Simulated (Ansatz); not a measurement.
# NaF (Villiaumite): converging the G0W0 gap

Wanted: a G0W0 gap for NaF (Villiaumite) that is converged in bands and cutoff, or an estimate of the limit.

Calculated with Ansatz 0.2.0; G0W0 on PBE, plane waves, PAW; PAW set soft_1.

The database entry behind the starting cell differs from later determinations by our own check (0.1 to 0.3 % short, probably kX units), so it need not match the best structure at ambient conditions.

**1. The starting structure**

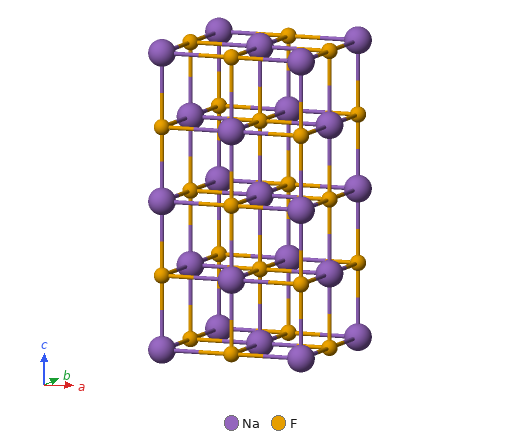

The starting structure, seen slightly off an axis (sodium purple, fluorine orange). 1×1×2 cells are drawn. This picture shows the conventional cell, with its axes. Some periodic images of atoms are drawn too.

The cell and positions come from the Crystallography Open Database and are kept as given unless a step says otherwise.

**2. 26 empty bands, screening to 60 eV**

G0W0 replaces the xc potential by the self-energy, built once from these orbitals. Only a window of levels is corrected, while the sums run over the empty bands that the input names. This step takes PAW set soft_1 files.

Contents of input.yaml:

```yaml
crystal:
  lattice:
    - [0.0, 2.31, 2.31]
    - [2.31, 0.0, 2.31]
    - [2.31, 2.31, 0.0]
  atoms:
    - { symbol: Na, position: [0.0, 0.0, 0.0] }
    - { symbol: F, position: [0.5, 0.5, 0.5] }
kpoints:
  mp_grid: { grid: [6, 6, 6] }
hamiltonian:
  xc: pbe
  pseudopotentials: { kind: paw, azcp: { folder: soft_1 } }
scf:
  occupations: { method: fixed }
gw:
  n_empty_bands: 26
  ecut_chi: 60
  qp_bands: [v2, c2]
  qp_kpoints: band_edges
  screening: { model: contour_deformation }
```

On the command line:

```
$ ansatz run input.yaml --threads 24 --pin off --max-ram 82944MiB --backend cuda --events-out ev --progress --plain --runs-dir out --devices 1 --max-vram 78GiB
```

Numbers of over 12 decimals in the logs are rounded to 6 here.

What it wrote:

```text
GPUs: using 1 of 1 available (devices: 1).
Engine: ansatz 0.2.0, aarch64-unknown-linux-gnu
Pseudopotentials: kind: paw
Pseudopotential: Na, paw, valence charge 9, recommended cutoff 420 eV (normal), soft_1/Na.paw.azcp
Pseudopotential: F, paw, valence charge 7, recommended cutoff 420 eV (normal), soft_1/F.paw.azcp
Functional definition: PBE
  parameter kappa = 0.804
  parameter beta = 0.066725
  exchange = pbe_x(kappa = kappa, mu = beta*pi^2/3)
  correlation = pbe_c(beta = beta)
[...]
Crystal: 2 atoms, lattice volume = 24.653 Å³
Basis set: ecut = 420 eV, 531 PW (Γ)
Bands: 12, of which v1, the nominal top of the filled ones, is band 8 counted from 1 (7 counted from 0)
Symmetry: 48 space group operations
Space group: Fm-3m (ITA 225), of the structure as read, at distance tolerance 2.9e-5 Å
k-points: 16 of 216
Non-local potential: Na, projectors of the file, l = 0: 3, l = 1: 2, l = 2: 1
Non-local potential: F, projectors of the file, l = 0: 2, l = 1: 2, l = 2: 1
PAW form: soft (Blöchl's): semilocal exchange-correlation on the pseudo side does not see the compensation charge
PAW one-centre angular grid: Na, 110 points (default); XC on 64 Gauss nodes
PAW one-centre angular grid: F, 110 points (default); XC on 64 Gauss nodes
Initial density: superposition of atomic densities (chi_scale 0.1, normalization cell, long waves kept (reshape's long-wave potential 0.00 eV rms))
Initial wavefunctions: pseudopotential atomic-orbital guess
[...]
Functional: x = pbe(κ = 0.804, μ = 0.219515), c = pbe(β = 0.066725)
SCF iter   1: F=—  HF=-2299.953494 eV  |F-HF|=—  |Δ(HF+E_count)|=         —  Δρ=2.03e-1  dr2=7.17e0  ethr=3.10e-3  ⟨swp⟩=4.2  Hψ=1095  notcnv=0  defer=22
preconditioner: auto → none  [insulator: Δε(μ)=3.139 eV  Ē_g=17.814 eV  n_scr=8 (ndim 8)  ℏωp=21.2 eV  f_vac=0.000  ε∞_Penn≈2.4]
SCF iter   2: F=—  HF=-2297.951687 eV  |F-HF|=—  |Δ(HF+E_count)|=    2.00e0  Δρ=1.17e-1  dr2=1.98e0  ethr=3.10e-3  ⟨swp⟩=3.8  Hψ=564  notcnv=0  defer=29
SCF iter   3: F=—  HF=-2297.417686 eV  |F-HF|=—  |Δ(HF+E_count)|=   5.34e-1  Δρ=2.01e-2  dr2=8.68e-2  ethr=3.10e-3  ⟨swp⟩=2.0  Hψ=423  notcnv=0  defer=25
SCF iter   4: F=—  HF=-2297.421833 eV  |F-HF|=—  |Δ(HF+E_count)|=   4.15e-3  Δρ=4.55e-3  dr2=3.20e-3  ethr=5.42e-4  ⟨swp⟩=2.2  Hψ=315  notcnv=0  defer=30
SCF iter   5: F=—  HF=-2297.425031 eV  |F-HF|=—  |Δ(HF+E_count)|=   3.20e-3  Δρ=9.09e-4  dr2=2.00e-4  ethr=2.00e-5  ⟨swp⟩=2.5  Hψ=363  notcnv=0  defer=30
SCF iter   6: F=—  HF=-2297.425025 eV  |F-HF|=—  |Δ(HF+E_count)|=   5.53e-6  Δρ=2.30e-4  dr2=1.45e-5  ethr=1.25e-6  ⟨swp⟩=2.1  Hψ=272  notcnv=0  defer=30
SCF iter   7: F=-2297.425036 eV  HF=-2297.425036 eV  |F-HF|=4.96e-10  |Δ(HF+E_count)|=   1.05e-5  Δρ=9.82e-6  dr2=1.69e-8  ethr=6.25e-10  ⟨swp⟩=4.6  Hψ=1046  notcnv=0
SCF 1 converged in 7 iterations: F = -2297.425036 eV  dr2 = 1.69e-8
  greatest PAW one-centre occupation: 0.999 electrons in one spin orbital (limit 2), on the Na atom at site 0 (counted from 0), in its partial waves of l = 0
[...]
NSCF: frozen V_eff on 16 k-points, pencils in batches of 32, up to order 48
the band table was solved once the SCF had ended and its energy, with any forces and stress, was formed, with the checks that follow a solve (1191 applications of the Hamiltonian). They found nothing against the state; the energy, forces and stress were not computed again (output.eigenvalues in the input reference)
[...]
NSCF: frozen V_eff on 16 k-points
G₀W₀ screening: q 1/16
[... further progress lines ...]
[...]
NSCF: frozen V_eff on 1 k-points
[...]
NSCF: frozen V_eff on 1 k-points
SCF converged after 7 iterations
Free energy (F): -2297.425036 eV
Harris-Foulkes:  -2297.425036 eV  (|F-HF|=4.96e-10)
Internal energy: -2297.425036 eV  (E = F + TS)
E sigma→0 (E₀):  -2297.425036 eV
Fermi energy:    0.984376 eV
--- Per-component energies (eV) ---
  E_band       = -233.905891
  E_kinetic    = 312.948984
  E_local      = -1846.039881  (includes V_loc(G=0)·N_el)
  E_nonlocal   = 365.677176
  E_hartree    = 626.477303
  E_xc         = -115.454539
  E_vxc        = -148.168414  (∫ρ·V_xc dr)
  E_paw        = -498.197896  (= ΣΔE_a)
  E_vpaw       = -171.281957  (= ΣTr[D̂ρ^β])
[...]
0    10     20.0310    -2.1587    -3.2698    -7.2049  0.8775    21.8476    21.8074  root
     1     7      0.9191   -31.3538     5.1892   -23.4810  0.8120    -1.8494    -1.7645  root
     1     8      0.9191   -31.3538     5.1892   -23.4810  0.8120    -1.8494    -1.7645  root
     1     9      8.2802    -7.0267    -2.6784   -11.3228  0.8929     9.9119     9.8979  root
     1    10     17.5562    -2.8028    -3.2256    -7.6641  0.8720    19.2176    19.1919  root
     2     7      0.7905   -31.1062     5.1967   -23.1940  0.8113    -2.0138    -1.9250  root
     2     8      0.7905   -31.1062     5.1967   -23.1940  0.8113    -2.0138    -1.9250  root
     2     9     10.2725    -7.2408    -2.7705   -11.8001  0.8867    12.0815    12.0613  root
     2    10     15.0487    -5.1300    -3.0936   -10.0859  0.8739    16.9429    16.9109  root
     3     7      0.7275   -30.9869     5.2006   -23.0555  0.8109    -2.0940    -2.0033  root
     3     8      0.7275   -30.9869     5.2006   -23.0555  0.8109    -2.0940    -2.0033  root
     3     9     11.8305    -5.0201    -2.9843    -9.6235  0.8910    13.4672    13.4496  root
     3    10     13.5438    -8.4641    -2.9436   -13.6387  0.8661    15.8272    15.7748  root
     4     7      0.8739   -31.2909     5.1839   -23.4089  0.8120    -1.9106    -1.8243  root
     4     8      0.8739   -31.2909     5.1839   -23.4089  0.8120    -1.9106    -1.8243  root
     4     9      8.5659    -7.2396    -2.6703   -11.5705  0.8914    10.2415    10.2264  root
     4    10     17.3446    -1.8571    -3.1676    -6.5091  0.8781    18.8483    18.8290  root
     5     7      0.7174   -30.9605     5.1796   -23.0450  0.8114    -2.1093    -2.0184  root
     5     8      0.7588   -31.0896     5.1879   -23.1733  0.8115    -2.0595    -1.9697  root
     5     9     10.1859    -7.6382    -2.7363   -12.2097  0.8853    12.0426    12.0212  root
     5    10     15.5766    -3.3872    -3.0921    -8.1160  0.8793    17.2361    17.2132  root
     6     7      0.5349   -30.5704     5.1650   -22.6281  0.8109    -2.3383    -2.2423  root
     6     8      0.6887   -30.9489     5.1964   -23.0087  0.8110    -2.1472    -2.0552  root
     6     9     12.1599    -6.2334    -2.9344   -10.9730  0.8841    13.9890    13.9650  root
[...]
11     7      0.0696   -29.7021     5.1061   -21.7113  0.8104    -2.9253    -2.8151  root ?
[...]
12    10     14.3361    -1.9761    -2.9774    -6.3558  0.8918    15.7526    15.7384  root
    13     7      0.4556   -30.4758     5.1498   -22.5234  0.8112    -2.4456    -2.3470  root
    13     8      0.6462   -30.8544     5.1888   -22.9136  0.8109    -2.1989    -2.1058  root
    13     9     11.8467    -7.5265    -2.8582   -12.3467  0.8796    13.8378    13.8087  root
    13    10     14.8047    -4.1564    -3.0328    -8.8812  0.8795    16.5214    16.4966  root
    14     7      0.2499   -30.0376     5.1270   -22.0651  0.8107    -2.7003    -2.5957  root ?
    14     8      0.5682   -30.7069     5.1845   -22.7528  0.8107    -2.2967    -2.2014  root
    14     9     13.4585    -5.7766    -2.9962   -10.5897  0.8795    15.3032    15.2754  root
    14    10     13.9730    -6.9906    -2.9867   -12.0212  0.8707    16.0585    16.0168  root
```

Run time: 2.5 s. Hardware: 1 × NVIDIA GB200 (shared by 2 runs) with 24 threads of Arm Neoverse V2, shared host; peak memory 1 GiB.

This step gave:

- bands summed: 34
- RPA ε∞ on this mesh (eigenvalues): 1.803, 1.803, 1.803
- plane waves in the screening matrix: 27
- q-points in the mesh: 216
- G0W0 gap on the mesh: 10.53 eV
- k of the valence top: 0, 0, 0
- k of the conduction bottom: 0, 0, 0
- starting gap on the mesh: 6.365 eV
- Z at the valence top: 0.8124
- Z at the conduction bottom: 0.8985
- least direct G0W0 gap on the computed points: 10.53 eV

The gap on the mesh goes from 6.36 eV to 10.53 eV, a correction of +4.16 eV. Between the two edge states, bare exchange in place of the xc potential would open the gap by 12.12 eV, and correlation takes back 7.96 eV.

**3. 73 empty bands, screening to 120 eV**

Another rung: the empty bands reach about as high as the screening cutoff, so the two stay in balance.

input.yaml: that of step 2 with these lines changed.

```diff
@@ -16,4 +16,4 @@
 gw:
-  n_empty_bands: 26
-  ecut_chi: 60
+  n_empty_bands: 73
+  ecut_chi: 120
   qp_bands: [v2, c2]
```

What it wrote:

```text
GPUs: using 1 of 1 available (devices: 1).
[...]
Crystal: 2 atoms, lattice volume = 24.653 Å³
Basis set: ecut = 420 eV, 531 PW (Γ)
Bands: 12, of which v1, the nominal top of the filled ones, is band 8 counted from 1 (7 counted from 0)
Symmetry: 48 space group operations
[...]
k-points: 16 of 216
[...]
SCF iter   1: F=—  HF=-2299.953494 eV  |F-HF|=—  |Δ(HF+E_count)|=         —  Δρ=2.03e-1  dr2=7.17e0  ethr=3.10e-3  ⟨swp⟩=4.2  Hψ=1095  notcnv=0  defer=22
[...]
SCF iter   7: F=-2297.425036 eV  HF=-2297.425036 eV  |F-HF|=4.96e-10  |Δ(HF+E_count)|=   1.05e-5  Δρ=9.82e-6  dr2=1.69e-8  ethr=6.25e-10  ⟨swp⟩=4.6  Hψ=1046  notcnv=0
SCF 1 converged in 7 iterations: F = -2297.425036 eV  dr2 = 1.69e-8
[...]
NSCF: frozen V_eff on 16 k-points, pencils in batches of 32, up to order 48
[...]
NSCF: frozen V_eff on 16 k-points
G₀W₀ screening: q 1/16
[... further progress lines ...]
[...]
SCF converged after 7 iterations
Free energy (F): -2297.425036 eV
[...]
Internal energy: -2297.425036 eV  (E = F + TS)
E sigma→0 (E₀):  -2297.425036 eV
Fermi energy:    0.984376 eV
[...]
0    10     20.0310    -2.1587    -3.4780    -7.2049  0.8759    21.6258    21.5991  root
     1     7      0.9191   -31.3538     5.2468   -23.4810  0.8040    -1.7857    -1.7069  root
     1     8      0.9191   -31.3538     5.2468   -23.4810  0.8040    -1.7857    -1.7069  root
     1     9      8.2802    -7.0267    -2.7293   -11.3228  0.8907     9.8595     9.8470  root
     1    10     17.5562    -2.8028    -3.3794    -7.6641  0.8720    19.0573    19.0382  root
     2     7      0.7905   -31.1062     5.2518   -23.1940  0.8034    -1.9527    -1.8699  root
     2     8      0.7905   -31.1062     5.2518   -23.1940  0.8034    -1.9527    -1.8699  root
     2     9     10.2725    -7.2408    -2.8309   -11.8001  0.8843    12.0190    12.0009  root
[...]
11     7      0.0696   -29.7021     5.1622   -21.7113  0.8036    -2.8627    -2.7590  root ?
[...]
14     7      0.2499   -30.0376     5.1829   -22.0651  0.8036    -2.6379    -2.5397  root
    14     8      0.5682   -30.7069     5.2385   -22.7528  0.8031    -2.2366    -2.1474  root
    14     9     13.4585    -5.7766    -3.0806   -10.5897  0.8779    15.2151    15.1910  root
    14    10     13.9730    -6.9906    -3.0927   -12.0212  0.8682    15.9454    15.9107  root
```

Run time: 2.4 s. Hardware: 1 × NVIDIA GB200 (shared by 2 runs) with 24 threads; peak memory 1 GiB.

This step gave:

- bands summed: 81
- RPA ε∞ on this mesh (eigenvalues): 1.807, 1.807, 1.807
- plane waves in the screening matrix: 65
- q-points in the mesh: 216
- G0W0 gap on the mesh: 10.42 eV
- k of the valence top: 0, 0, 0
- k of the conduction bottom: 0, 0, 0
- starting gap on the mesh: 6.365 eV
- Z at the valence top: 0.8042
- Z at the conduction bottom: 0.8970
- least direct G0W0 gap on the computed points: 10.42 eV

Against the run with 6×6×6 mesh, 26 empty bands, screening to 60 eV, PAW set soft_1 files, the gap moves by −0.11 eV.

**4. 158 empty bands, screening to 200 eV**

input.yaml: that of step 3 with these lines changed.

```diff
@@ -16,4 +16,4 @@
 gw:
-  n_empty_bands: 73
-  ecut_chi: 120
+  n_empty_bands: 158
+  ecut_chi: 200.0
   qp_bands: [v2, c2]
```

What it wrote:

```text
GPUs: using 1 of 1 available (devices: 1).
[...]
Crystal: 2 atoms, lattice volume = 24.653 Å³
Basis set: ecut = 420 eV, 531 PW (Γ)
Bands: 12, of which v1, the nominal top of the filled ones, is band 8 counted from 1 (7 counted from 0)
Symmetry: 48 space group operations
[...]
k-points: 16 of 216
[...]
13    10     14.8047    -4.1564    -3.1947    -8.8812  0.8789    16.3539    16.3347  root
    14     7      0.2499   -30.0376     5.0417   -22.0651  0.8005    -2.7908    -2.6809  root ?
    14     8      0.5682   -30.7069     5.0836   -22.7528  0.7999    -2.4033    -2.3023  root ?
    14     9     13.4585    -5.7766    -3.1102   -10.5897  0.8776    15.1840    15.1614  root
    14    10     13.9730    -6.9906    -3.1575   -12.0212  0.8679    15.8771    15.8460  root
[key lines of the parts left out:]
SCF converged after 7 iterations
Free energy (F): -2297.425036 eV
Fermi energy:    0.984376 eV
```

The job ended after 3.2 s (1 × NVIDIA GB200 (shared by 2 runs) with 24 threads; peak memory 1.1 GiB).

Numbers from this step:

```
bands summed                                 : 166
RPA ε∞ on this mesh (eigenvalues)            : 1.801, 1.801, 1.801
plane waves in the screening matrix          : 169
G0W0 gap on the mesh                         : 10.60 eV
k of the valence top                         : 0, 0, 0
k of the conduction bottom                   : 0, 0, 0
starting gap on the mesh                     : 6.365 eV
least direct G0W0 gap on the computed points : 10.60 eV
```

Against the run with 6×6×6 mesh, 73 empty bands, screening to 120 eV, PAW set soft_1 files, the gap moves by +0.18 eV.

**5. Changing the k mesh: 4×4×4 mesh, 73 empty bands, screening to 120 eV, PAW set soft_1 files**

Only the mesh changes. It samples the long-range screening, which converges on its own terms. Bands and cutoff differ from the step before, so it is read against an earlier run that matches them.

input.yaml: that of step 4 with these lines changed.

```diff
@@ -9,3 +9,3 @@
 kpoints:
-  mp_grid: { grid: [6, 6, 6] }
+  mp_grid: { grid: [4, 4, 4] }
 hamiltonian:
@@ -16,4 +16,4 @@
 gw:
-  n_empty_bands: 158
-  ecut_chi: 200.0
+  n_empty_bands: 73
+  ecut_chi: 120
   qp_bands: [v2, c2]
```

What it wrote:

```text
GPUs: using 1 of 1 available (devices: 1).
[...]
device memory: the entry about to start is reckoned to put 1.7 GiB on a device that reports 180.7 GiB free (of which the cap on the GPU budget leaves the run 78.0 GiB)
GPU FFT provider: cuFFT
GPU libraries: cuBLAS 13.8.1, cuFFT 12.4.0, cuSOLVER 12.3.2
GPU matrix products: emulated (plane waves: as basis.precision tells), large ones in fixed point in workspaces of 1.00 GiB
[...]
1    10     16.2076    -3.7769    -3.3108    -8.6677  0.8745    17.8148    17.7876  root
[...]
6     7      0.5769   -30.8669     5.2564   -22.8838  0.8033    -2.2401    -2.1499  root
     6     8      0.5769   -30.8669     5.2564   -22.8838  0.8033    -2.2401    -2.1499  root
     6     9     14.2188    -8.0589    -3.1299   -13.2343  0.8587    16.3079    16.2644  root
     6    10     14.3364    -1.9635    -3.1406    -6.3554  0.8912    15.5988    15.5877  root
[key lines of the parts left out:]
SCF converged after 7 iterations
Free energy (F): -2297.424703 eV
Fermi energy:    0.985237 eV
```

Elapsed: 1.4 s, on 1 × NVIDIA GB200 (shared by 2 runs) with 24 threads; peak memory 1 GiB.

Numbers from this step:

| Item | Value |
| --- | --- |
| bands summed | 81 |
| RPA ε∞ on this mesh (eigenvalues) | 1.813, 1.813, 1.813 |
| plane waves in the screening matrix | 65 |
| G0W0 gap on the mesh | 10.44 eV |
| k of the valence top | 0, 0, 0 |
| k of the conduction bottom | 0, 0, 0 |
| starting gap on the mesh | 6.364 eV |
| least direct G0W0 gap on the computed points | 10.44 eV |

Against the run with 6×6×6 mesh, 73 empty bands, screening to 120 eV, PAW set soft_1 files, the gap moves by +0.018 eV.

(Part 1 of 2 ends here.)

[Paths, hosts, dates, memory and timing lines, banners, echoed tables and standing remarks are left out of the program output.]

[Logs are printed without paths, hosts, clocks, repeated set-up lines and the standing remarks that a program may print on its own settings, such as how far it seeks lower states.]

[Runs of the session that timed out or met a known fault of the program may be left out.]

[Cells called generated may have been cut or substituted from an entry of the Crystallography Open Database or the Materials Project.]

[No measured gap is set beside runs whose start may be inverted or whose files or cutoffs have a known fault.]

[Hosts, paths, dates, database ids (printed as entryN), source tags and the programs' standing remarks are cut or masked in the printed files.]
